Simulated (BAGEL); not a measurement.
**B3LYP/6-31G(d) (density fitting with qzvpp-jkfit, spherical functions) run of SiH3SOF (SMILES O[SiH](F)S)**

What is the energy change on altering one bond length of SiH3SOF at B3LYP/6-31G* (density fitting with qzvpp-jkfit, spherical functions)? 

Program for the calculation: BAGEL 1.2.2.

1 further run of the same task is left out (set aside as unsound or not needed). Runs told in other sessions of the task aren't counted.

### Step 1. The structure to begin with

SiH3SOF: 7 atoms, total charge 0, spin state singlet. As SMILES, `O[SiH](F)S`. Geometry: relaxed at PBE0-D4/def2-TZVP. This is one conformer, not always the lowest.

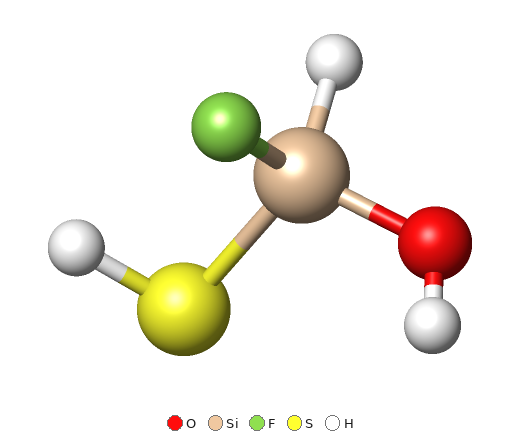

The structure, seen from a chosen angle (oxygen red, silicon light orange, fluorine green, sulfur yellow, hydrogen white).

### Step 2. The energy at B3LYP/6-31G(d) (density fitting with qzvpp-jkfit, spherical functions)

The input, calc.json:

```json
{ "bagel": [

{
  "title": "molecule",
  "basis": "6-31gs.json",
  "df_basis": "qzvpp-jkfit",
  "angstrom": true,
  "geometry": [
    { "atom": "O", "xyz": [      -1.252700,       1.036700,      -0.295600 ] },
    { "atom": "Si", "xyz": [      -0.023300,       0.209800,       0.369300 ] },
    { "atom": "F", "xyz": [       1.374200,       0.953800,       0.184300 ] },
    { "atom": "S", "xyz": [       0.135000,      -1.677100,      -0.592300 ] },
    { "atom": "H", "xyz": [      -1.313700,       1.078400,      -1.251900 ] },
    { "atom": "H", "xyz": [      -0.291300,       0.148600,       1.813800 ] },
    { "atom": "H", "xyz": [       1.433000,      -1.818200,      -0.273300 ] }
  ]
},

{
  "title": "ks",
  "xc_func": "b3lyp"
},

{
  "title": "print",
  "file": "orbitals.molden",
  "orbitals": true
}

]}
```

The basis set 6-31G* is read from a file made from the Basis Set Exchange's data (not shown).

Run with:

```console
$ BAGEL_NUM_THREADS=1 BAGEL calc.json > calc.out
```

Log:

```text
* using 1 threads per process

  ===============================================================
  ===============================================================

  *** Geometry ***

  { "atom" : "O", "xyz" : [     -2.367260,      1.959079,     -0.558603 ] },
  { "atom" : "Si", "xyz" : [     -0.044031,      0.396465,      0.697876 ] },
  { "atom" : "F", "xyz" : [      2.596862,      1.802421,      0.348277 ] },
  { "atom" : "S", "xyz" : [      0.255113,     -3.169260,     -1.119285 ] },
  { "atom" : "H", "xyz" : [     -2.482533,      2.037881,     -2.365748 ] },
  { "atom" : "H", "xyz" : [     -0.550477,      0.280813,      3.427585 ] },
  { "atom" : "H", "xyz" : [      2.707978,     -3.435900,     -0.516462 ] },

  Number of auxiliary basis functions:      464

  Since a DF basis is specified, we compute 2- and 3-index integrals:
    o Being stored without compression. Storage requirement is 0.018 GB

  Number of basis functions:       70
  Number of electrons      :       50

    * METHOD: MOLECULE                             0.15

  *** Kohn-Sham DFT ***

    * Removing 12449 points whose weight is below 1.00e-10
    * Grid points: 91893

  === Nuclear Repulsion ===
   231.6128632001

       - DIIS with orbital gradients will be used.

  === KS iteration (b3lyp / 6-31gs.json) ===
      0       -841.05556704          0.14694932           0.26
      1       -831.26571048          0.13519149           0.24
      2       -778.06538294          0.22268045           0.24
      3       -852.65220572          0.13957821           0.24
      4       -863.13686274          0.05325549           0.23
      5       -863.68521848          0.04264886           0.24
      6       -864.59971196          0.01272126           0.23
      7       -864.66438881          0.00502311           0.23
      8       -864.67229371          0.00163464           0.23
      9       -864.67318619          0.00042419           0.23
     10       -864.67325970          0.00004425           0.24
     11       -864.67326038          0.00002483           0.23
     12       -864.67326056          0.00001334           0.23
     13       -864.67326062          0.00000217           0.24
     14       -864.67326063          0.00000061           0.24
     15       -864.67326063          0.00000029           0.24
     16       -864.67326063          0.00000005           0.24
     17       -864.67326063          0.00000002           0.24
     18       -864.67326063          0.00000000           0.23
    * SCF iteration converged.

    * Permanent dipole moment:
           (   -0.082996,     0.011091,     0.246201) a.u.

    * METHOD: KS                                   4.86

    * METHOD: PRINT                                0.01

  ===============================================================
```

Wall time 5.4 s (1 thread of Intel Xeon 6975P-C (Granite Rapids), shared host); peak memory 0.34 GiB.

### Step 3. The distorted shape

The input, job.json:

```json
{ "bagel" : [

{
  "title" : "molecule",
  "basis" : "6-31gs.json",
  "df_basis" : "qzvpp-jkfit",
  "angstrom" : true,
  "geometry" : [
    { "atom" : "O", "xyz" : [      -1.243551,       1.030446,      -0.152178 ] },
    { "atom" : "Si", "xyz" : [      -0.014151,       0.203546,       0.512722 ] },
    { "atom" : "F", "xyz" : [       1.383349,       0.947546,       0.327722 ] },
    { "atom" : "S", "xyz" : [       0.144149,      -1.683354,      -0.448878 ] },
    { "atom" : "H", "xyz" : [      -1.313700,       1.078400,      -1.251900 ] },
    { "atom" : "H", "xyz" : [      -0.282151,       0.142346,       1.957222 ] },
    { "atom" : "H", "xyz" : [       1.442149,      -1.824454,      -0.129878 ] }
  ]
},

{ "title" : "ks", "xc_func" : "b3lyp" },

{ "title" : "print", "file" : "orbitals.molden", "orbitals" : true }

]}
```

The basis set 6-31G* is read from a file made from the Basis Set Exchange's data (not shown).

Run with:

```console
$ BAGEL_NUM_THREADS=1 BAGEL job.json > job.out
```

Log:

```text
* using 1 threads per process

  ===============================================================
  ===============================================================

  *** Geometry ***

  { "atom" : "O", "xyz" : [     -2.349971,      1.947261,     -0.287575 ] },
  { "atom" : "Si", "xyz" : [     -0.026742,      0.384646,      0.968904 ] },
  { "atom" : "F", "xyz" : [      2.614151,      1.790602,      0.619305 ] },
  { "atom" : "S", "xyz" : [      0.272402,     -3.181078,     -0.848256 ] },
  { "atom" : "H", "xyz" : [     -2.482533,      2.037881,     -2.365748 ] },
  { "atom" : "H", "xyz" : [     -0.533188,      0.268995,      3.698614 ] },
  { "atom" : "H", "xyz" : [      2.725267,     -3.447718,     -0.245434 ] },

  Number of auxiliary basis functions:      464

  Since a DF basis is specified, we compute 2- and 3-index integrals:
    o Being stored without compression. Storage requirement is 0.018 GB

  Number of basis functions:       70
  Number of electrons      :       50

    * METHOD: MOLECULE                             0.15

  *** Kohn-Sham DFT ***

    * Removing 12301 points whose weight is below 1.00e-10
    * Grid points: 92041

  === Nuclear Repulsion ===
   230.7979424418

       - DIIS with orbital gradients will be used.

  === KS iteration (b3lyp / 6-31gs.json) ===
      0       -841.04286309          0.14530753           0.26
      1       -831.20113528          0.13481183           0.23
      2       -778.49082480          0.22248559           0.24
      3       -852.24340030          0.13986168           0.24
      4       -863.02948811          0.05468693           0.24
      5       -863.53782992          0.04547504           0.25
      6       -864.58340540          0.01289865           0.24
      7       -864.65424348          0.00429556           0.24
      8       -864.65989087          0.00148143           0.25
      9       -864.66064566          0.00043365           0.23
     10       -864.66072429          0.00004249           0.24
     11       -864.66072505          0.00000693           0.24
     12       -864.66072507          0.00000469           0.23
     13       -864.66072507          0.00000163           0.25
     14       -864.66072507          0.00000027           0.23
     15       -864.66072507          0.00000012           0.23
     16       -864.66072507          0.00000005           0.25
     17       -864.66072507          0.00000002           0.23
     18       -864.66072507          0.00000000           0.24
    * SCF iteration converged.

    * Permanent dipole moment:
           (   -0.067154,    -0.005453,     0.303701) a.u.

    * METHOD: KS                                   4.91

    * METHOD: PRINT                                0.01

  ===============================================================
```

Run time: 5.4 s. Hardware: 1 thread of Intel Xeon 6975P-C (Granite Rapids), shared host; peak memory 0.35 GiB.

### Step 4. Results

At B3LYP/6-31G* (density fitting with qzvpp-jkfit, spherical functions):

| quantity | value |
| --- | --- |
| first shape: total energy | -864.67326 Eh |
| first shape: dipole moment | 0.66 D |
| first shape: HOMO energy | -7.53 eV |
| first shape: LUMO energy | 0.28 eV |
| first shape: HOMO–LUMO gap | 7.82 eV |
| distorted shape: total energy | -864.66073 Eh |
| distorted shape: dipole moment | 0.79 D |
| distorted shape: HOMO energy | -7.50 eV |
| distorted shape: LUMO energy | -0.08 eV |
| distorted shape: HOMO–LUMO gap | 7.42 eV |
| energy change with the O1–H5 bond stretched from 0.959 to 1.103 Å | 0.341 eV |

With the O1–H5 bond stretched from 0.959 to 1.103 Å the energy rises by 0.34 eV (7.9 kcal/mol). The first shape isn't relaxed at this level, so the change isn't measured from a minimum.
